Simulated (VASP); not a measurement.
Band structure of B2O3 (space group P3_121). Calculation: r2SCAN meta-GGA, VASP's PBE PAW potentials (set 64) (plane waves; VASP).

The path is coarsely sampled, so an indirect gap can come out somewhat too large.

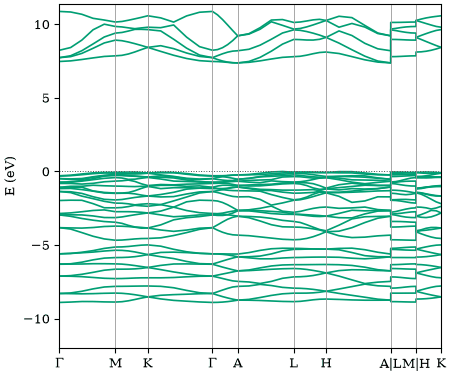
Bands along high-symmetry lines, zero at the valence-band maximum or, without a gap, the Fermi level

**Question.** Read the plot: is there a gap, and where are the band edges?

**Answer.** The gap is indirect, 7.38 eV, from the valence maximum at A-L at 0.80 to the conduction minimum at A.

The structure comes from a computed database's B2O3 entry (P3_121); how it stands against other phases isn't given here. It was relaxed first.
